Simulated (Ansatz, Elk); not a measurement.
## Bonding as seen by X-rays: YFeRu

The structure of YFeRu used here is made up (a known structure type with other elements) and was relaxed beforehand with PBE. The aim is the Fourier transform of its all-electron density, F(hkl), set beside the sum over free spherical atoms that refinements use.

Method: DFT, PBE, all-electron APW+lo, Dirac cores, scalar-relativistic bands, static density, ferromagnetic start, in Elk 11.2.3 (patched build).

The structure was built from a prototype and need not be the compound's stable phase.

## 1. Set-up

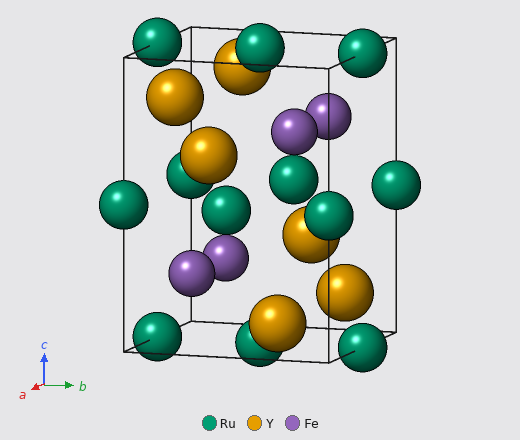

Start, viewed slightly off an axis; ruthenium teal, yttrium orange, iron purple. This picture shows the conventional cell, with its axes. Some periodic images of atoms are drawn too.

## 2. Ground state and structure factors

An all-electron density is needed, since X-rays see the cores too. Task 0 finds the density and task 195 Fourier-transforms it; tshift is off so that phases refer to the origin typed.

Contents of elk.in:

```
tasks
  0
  195
  196

xctype
  20

spinpol
  .true.

rgkmax
  7.0

gmaxvr
  14.0

lmaxo
  7

lmaxapw
  8

swidth
  0.002

tshift
  .false.

ramdisk
  .false.

hmaxvr
  5.5

maxscl
  120

epspot
  1e-06

reducebf
  0.8

sppath
  './'

avec
  -4.87330453316 5.08498764731 6.98351562868
  4.87330453316 -5.08498764731 6.98351562868
  4.87330453316 5.08498764731 -6.98351562868

atoms
  3
  'Ru.in'
  2
  0.5000000000 0.5000000000 0.0000000000   0.000000 0.000000 0.000000
  -0.0000000000 0.5000000000 0.5000000000   0.000000 0.000000 0.000000
  'Y.in'
  2
  0.8750079450 0.1250079450 0.7500000000   0.000000 0.000000 0.000000
  0.1249920550 0.8749920550 0.2500000000   0.000000 0.000000 0.000000
  'Fe.in'
  2
  0.5000000000 0.5000000000 0.5000000000   0.000000 0.000000 -0.115000
  0.5000000000 -0.0000000000 -0.0000000000   0.000000 0.000000 -0.115000

ngridk
  5 5 5
```

Started as:

```sh
OMP_NUM_THREADS=4 elk
```

Numbers of over 12 decimals in the logs are rounded to 6 here.

The program printed:

```text
┌─────────────────────────┐
│ Elk code version 11.2.3 │
└─────────────────────────┘

All units are atomic (Hartree, Bohr, etc.)

┌─────────────────────────────────────────────────┐
│ Ground-state run starting from atomic densities │
└─────────────────────────────────────────────────┘

Lattice vectors :
  -4.873304533       5.084987647       6.983515629
   4.873304533      -5.084987647       6.983515629
   4.873304533       5.084987647      -6.983515629

Reciprocal lattice vectors :
  0.2486251685E-16  0.6178171652      0.4498583265
  0.6446534651     -0.1267979288E-16  0.4498583265
  0.6446534651      0.6178171652      0.1428564608E-16

Unit cell volume      :    692.2254373
Brillouin zone volume :   0.3583373278

Muffin-tin inner radius fraction :   0.1000000000E-01

Nuclei treated as point charges

Species : 1 (Ru)
 parameters loaded from : Ru.in
 name : ruthenium
 nuclear charge    :   -44.00000000
 electronic charge :    44.00000000
 atomic mass :    184239.3393
 muffin-tin radius :    2.513261100
 number of radial points in muffin-tin :   1193
 inner part over the whole radius :   0.9928352636E-02
 number on inner part of muffin-tin    :    848
 approximate nuclear radius :   0.8462081736E-04
 number of mesh points to nuclear radius :    423
 atomic positions (lattice), magnetic fields (Cartesian) :
  1 :   0.50000000  0.50000000  0.00000000    0.00000000  0.00000000  0.00000000
  2 :   0.00000000  0.50000000  0.50000000    0.00000000  0.00000000  0.00000000

Species : 2 (Y)
 parameters loaded from : Y.in
 name : yttrium
 nuclear charge    :   -39.00000000
 electronic charge :    39.00000000
 atomic mass :    162065.4503
 muffin-tin radius :    2.600000000
 number of radial points in muffin-tin :   1193
 inner part over the whole radius :   0.9871815862E-02
 number on inner part of muffin-tin    :    847
 approximate nuclear radius :   0.8135895711E-04
 number of mesh points to nuclear radius :    416
 atomic positions (lattice), magnetic fields (Cartesian) :
  1 :  -0.12499205  0.12500795 -0.25000000    0.00000000  0.00000000  0.00000000
  2 :   0.12499205 -0.12500795  0.25000000    0.00000000  0.00000000  0.00000000

Species : 3 (Fe)
 parameters loaded from : Fe.in
 name : iron
 nuclear charge    :   -26.00000000
 electronic charge :    26.00000000
 atomic mass :    101799.2075
 muffin-tin radius :    2.395964822
 number of radial points in muffin-tin :    993
 inner part over the whole radius :   0.9901154195E-02
 number on inner part of muffin-tin    :    700
 approximate nuclear radius :   0.7160107270E-04
 number of mesh points to nuclear radius :    332
 atomic positions (lattice), magnetic fields (Cartesian) :
  1 :   0.50000000  0.50000000  0.50000000    0.00000000  0.00000000 -0.11500000
  2 :   0.50000000  0.00000000  0.00000000    0.00000000  0.00000000 -0.11500000

Total number of atoms per unit cell :    6
Total muffin-tin volume :    395.4666671
 ratio of muffin-tin to unit cell volume :   0.5712975078

Spin treatment :
 spin-polarised
 global magnetic field (Cartesian) :    0.000000000       0.000000000       0.000000000
 collinear magnetisation in z-direction

Number of Bravais lattice symmetries :    8
Number of crystal symmetries         :    8
Crystal has inversion symmetry
Real symmetric eigensolver will be used

k-point grid :      5     5     5
k-point offset :    0.000000000       0.000000000       0.000000000
k-point set is reduced with full crystal symmetry group
Total number of k-points :       27

Muffin-tin radius times maximum |G+k| :    7.000000000
 using average radius
Maximum |G+k| for APW functions       :    2.796559888
Maximum (1/2)|G+k|²                   :    3.910373602
Maximum |G| for potential and density :    14.00000000
Constant for pseudocharge density :    9
 order of it for each species :   16  16  16
 order of it for pair densities of each species (exact exchange by exxq0 0: 17) :   10  10   8
Radial integration step length :    1

G-vector grid sizes :     45    45    45
[...]
total moment                :    3.960590879

RMS change in Kohn-Sham potential (target) :    2.743640832     (  0.1000000000E-05)
Absolute change in total energy (target)   :   0.4964482922     (  0.1000000000E-03)

[... loops 3 to 21 left out ...]

┌──────────────────┐
│ Loop number : 22 │
└──────────────────┘

Energies :
 Fermi                       :     0.329557
 sum of occupied eigenvalues :     -10872.456428587
 electron kinetic            :      18995.656084252
 core electron kinetic       :      18339.643678717
 Coulomb                     :     -36777.338225293
 Coulomb potential           :     -29087.841574566
 nuclear-nuclear             :     -2385.2844917133
 electron-nuclear            :     -39767.329003368
 Hartree                     :      5375.2752697887
 Madelung                    :     -22233.417438010
 xc potential                :     -780.05077893263
 xc effective B-field        :    -0.220138
 external B-field            :      0.000000
 exchange                    :     -588.05652584481
 correlation                 :     -11.030848666578
 electron entropic           :    -0.20039574292999E-02
 total energy                :     -18380.771519510
 (external B-field energy excluded from total)

Density of states at Fermi energy :    150.9017072
 (states/Hartree/unit cell)

Estimated indirect band gap :   0.1626188457E-03
 from k-point 15 to k-point 15
Estimated direct band gap   :   0.1626188457E-03
 at k-point 15

Charges :
 core                        :    132.0000000
 valence                     :    86.00000000
 interstitial                :    8.512913537
 muffin-tins (core leakage)
  species : 1 (Ru)
[...]
species : 2 (Y)
[...]
species : 3 (Fe)
[...]
total in muffin-tins        :    209.4870865
 total calculated charge     :    217.9998580
 total charge                :    218.0000000
 error                       :   0.1420478201E-03

Moments :
 interstitial                :  -0.3664016259
 muffin-tins
  species : 1 (Ru)
[...]
species : 2 (Y)
[...]
species : 3 (Fe)
[...]
total in muffin-tins        :    4.855711047
 total moment                :    4.489309422

RMS change in Kohn-Sham potential (target) :   0.6317322471E-06 (  0.1000000000E-05)
Absolute change in total energy (target)   :   0.7089393330E-04 (  0.1000000000E-03)

Convergence targets achieved

┌──────────────────┐
│ Loop number : 23 │
└──────────────────┘

Energies :
 Fermi                       :     0.329557
 sum of occupied eigenvalues :     -10872.456424950
 electron kinetic            :      18995.656079048
 core electron kinetic       :      18339.643682123
 Coulomb                     :     -36777.338214554
 Coulomb potential           :     -29087.841612163
 nuclear-nuclear             :     -2385.2844917133
 electron-nuclear            :     -39767.328943527
 Hartree                     :      5375.2752206862
 Madelung                    :     -22233.417408473
 xc potential                :     -780.05073554884
 xc effective B-field        :    -0.220135
 external B-field            :      0.000000
 exchange                    :     -588.05652417859
 correlation                 :     -11.030848819305
 electron entropic           :    -0.20039982245899E-02
 total energy                :     -18380.771512502
 (external B-field energy excluded from total)

Density of states at Fermi energy :    150.9057132
 (states/Hartree/unit cell)

Estimated indirect band gap :   0.1623296407E-03
 from k-point 15 to k-point 15
Estimated direct band gap   :   0.1623296407E-03
 at k-point 15

Charges :
 core                        :    132.0000000
 valence                     :    86.00000000
 interstitial                :    8.512913871
 muffin-tins (core leakage)
  species : 1 (Ru)
[...]
species : 2 (Y)
[...]
atom 2                    :    36.95198284     (  0.8803919055E-05)
  species : 3 (Fe)
   atom 1                    :    25.04465069     ( -0.2257143787E-06)
   atom 2                    :    25.04465069     ( -0.2257143787E-06)
 total in muffin-tins        :    209.4870861
 total calculated charge     :    217.9998580
 total charge                :    218.0000000
 error                       :   0.1420464847E-03

Moments :
 interstitial                :  -0.3664007545
 muffin-tins
  species : 1 (Ru)
[...]
species : 2 (Y)
[...]
atom 2                    :  -0.1604825390
  species : 3 (Fe)
   atom 1                    :    2.296522514
   atom 2                    :    2.296522514
 total in muffin-tins        :    4.855701628
 total moment                :    4.489300874

┌──────────────────────────────┐
│ Self-consistent loop stopped │
└──────────────────────────────┘

Wrote STATE.OUT
```

Elapsed: 8.6 min, on 4 threads of Arm Neoverse V1, shared host; peak memory 0.62 GiB; 32 min of CPU time.

SFACRHO.OUT:

```text

h k l indices transformed by vhmat matrix:
   1.000000000       0.000000000       0.000000000    
   0.000000000       1.000000000       0.000000000    
   0.000000000       0.000000000       1.000000000    

      h      k      l  multipl.   |H|            Re(F)            Im(F)           |F|

      0      0      0      1   0.0000000       218.00000      0.30995138E-16   218.00000    
     -1      0      0      2  0.76424509       2.4513986      0.42959638E-13   2.4513986    
      0     -1      1      2  0.76424509      -2.4513986      0.27726135E-13   2.4513986    
      1      0     -1      4  0.78609834      -30.756920     -0.32860751E-13   30.756920    
      0      0     -1      4  0.89290321     -0.24016394E-13 -0.12281207E-13  0.26974344E-13
      1      1     -1      2  0.89971665       32.439555      0.10363588E-13   32.439555    
     -1      1     -1      2   1.2356343      -32.064117     -0.14220199E-13   32.064117    
      2      0     -1      4   1.2675828       61.909223     -0.25340409E-13   61.909223    
      0      2     -1      4   1.2675828      -61.909223     -0.15432039E-13   61.909223    
     -1      1      1      2   1.2893069       91.570135      0.38990902E-13   91.570135    
      0     -1      2      4   1.4644940      -109.48558      0.15128088E-13   109.48558    
      1      0      1      4   1.4644940      -109.48558     -0.45898680E-14   109.48558    
     -2     -1      1      2   1.4842677       80.230654     -0.22126727E-13   80.230654    
     -1     -2      2      2   1.4842677      -80.230654     -0.95566491E-14   80.230654    
     -1     -2      1      4   1.4956372      -108.61912     -0.13320686E-14   108.61912    
     -2      1      1      4   1.4987938       79.870490      0.22262197E-13   79.870490    
     -1      2      0      4   1.4987938      -79.870490     -0.37071689E-13   79.870490    
      2      0      0      2   1.5284902       104.09225      0.53164936E-13   104.09225
```

Elk indexes on the primitive cell of elk.in and gives |H| = 4π sin θ/λ in inverse bohr. Below, one row stands for each form hkl of the conventional cell (m members, Friedel mates merged), F is for one primitive cell and the density is static (no thermal factor). Free-atom factors are Waasmaier and Kirfel's, and R is Σm||F|−|F'||/Σm|F|.

| hkl | m | sin θ/λ (Å⁻¹) | abs F, DFT | neutral atoms | diff. |
| --- | --- | --- | --- | --- | --- |
| 011 | 4 | 0.115 | 2.451 | 2.676 | -0.224 |
| 101 | 4 | 0.118 | 30.757 | 30.862 | -0.105 |
| 110 | 4 | 0.134 | 0.000 | 0.000 | +0.000 |
| 002 | 2 | 0.135 | 32.440 | 32.875 | -0.436 |
| 020 | 2 | 0.186 | 32.064 | 31.828 | +0.236 |
| 112 | 8 | 0.191 | 61.909 | 62.108 | -0.199 |
| 200 | 2 | 0.194 | 91.570 | 92.165 | -0.595 |
| 121 | 8 | 0.220 | 109.486 | 110.009 | -0.523 |
| 013 | 4 | 0.223 | 80.231 | 80.427 | -0.196 |
| 103 | 4 | 0.225 | 108.619 | 109.219 | -0.600 |
| 211 | 8 | 0.225 | 79.871 | 80.155 | -0.284 |
| 022 | 4 | 0.230 | 104.092 | 104.930 | -0.838 |
| 202 | 4 | 0.236 | 102.778 | 103.766 | -0.988 |
| 220 | 4 | 0.269 | 42.050 | 42.824 | -0.774 |
| 004 | 2 | 0.271 | 41.878 | 42.651 | -0.773 |
| 031 | 4 | 0.287 | 4.095 | 3.870 | +0.226 |
| 123 | 8 | 0.292 | 22.323 | 22.602 | -0.279 |
| 130 | 4 | 0.295 | 0.000 | 0.000 | +0.000 |

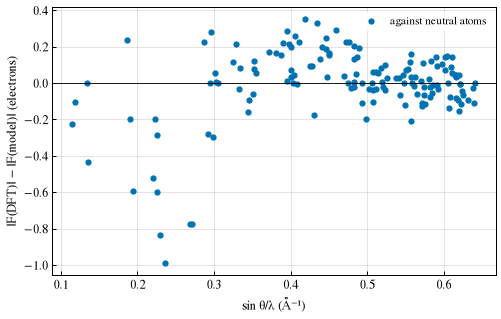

Difference between the calculated structure factors and the independent-atom ones.

## 3. The magnetisation density

The same run holds the spin density, and task 196 transforms it. The order is that of the start, and no other was tried.

SFACMAG_1.OUT:

```text

h k l indices transformed by vhmat matrix:
   1.000000000       0.000000000       0.000000000    
   0.000000000       1.000000000       0.000000000    
   0.000000000       0.000000000       1.000000000    

      h      k      l  multipl.   |H|            Re(F)            Im(F)           |F|

      0      0      0      1   0.0000000       4.4893011      0.84844179E-18   4.4893011    
     -1      0      0      2  0.76424509      -4.2648914      0.13561929E-14   4.2648914    
      0     -1      1      2  0.76424509       4.2648914      0.13169095E-14   4.2648914    
      1      0     -1      4  0.78609834     -0.72817105      0.42031163E-15  0.72817105    
      0      0     -1      4  0.89290321     -0.30020493E-15 -0.30094497E-15  0.42507749E-15
      1      1     -1      2  0.89971665      -3.4808683     -0.11012370E-14   3.4808683    
     -1      1     -1      2   1.2356343      -3.0617743      0.25537627E-14   3.0617743    
      2      0     -1      4   1.2675828     -0.46118162E-01 -0.83492341E-16  0.46118162E-01
      0      2     -1      4   1.2675828      0.46118162E-01  0.80862181E-16  0.46118162E-01
     -1      1      1      2   1.2893069      -3.2134832     -0.56903321E-16   3.2134832    
      0     -1      2      4   1.4644940     -0.34940085      0.26189640E-15  0.34940085    
      1      0      1      4   1.4644940     -0.34940085     -0.18650530E-15  0.34940085    
     -2     -1      1      2   1.4842677       3.0294426     -0.19424393E-14   3.0294426    
     -1     -2      2      2   1.4842677      -3.0294426     -0.41752880E-15   3.0294426    
     -1     -2      1      4   1.4956372     -0.27227872      0.78034045E-15  0.27227872    
     -2      1      1      4   1.4987938       3.0135074     -0.18465610E-14   3.0135074
```

The total moment is 4.49 μB a cell; sphere moments: Ru1 +0.29, Ru2 +0.29, Y3 -0.16, Y4 -0.16, Fe5 +2.30, Fe6 +2.30 μB. Polarised neutrons measure spin and orbital magnetisation together; without spin-orbit coupling the run gives the spin part:

| hkl | sin θ/λ (Å⁻¹) | abs F_M (μB) |
| --- | --- | --- |
| 011 | 0.115 | 4.265 |
| 101 | 0.118 | 0.728 |
| 110 | 0.134 | 0.000 |
| 002 | 0.135 | 3.481 |
| 020 | 0.186 | 3.062 |
| 112 | 0.191 | 0.046 |
| 200 | 0.194 | 3.213 |
| 121 | 0.220 | 0.349 |
| 013 | 0.223 | 3.029 |
| 103 | 0.225 | 0.272 |
| 211 | 0.225 | 3.014 |
| 022 | 0.230 | 3.220 |
| 202 | 0.236 | 3.084 |
| 220 | 0.269 | 2.733 |

(Part 1 of 2 ends here.)

[Logs are printed without paths, hosts, clocks, repeated set-up lines and the standing remarks that a program may print on its own settings, such as how far it seeks lower states.]

[Hosts, paths, dates, database ids (printed as entryN), source tags and the programs' standing remarks are cut or masked in the printed files.]
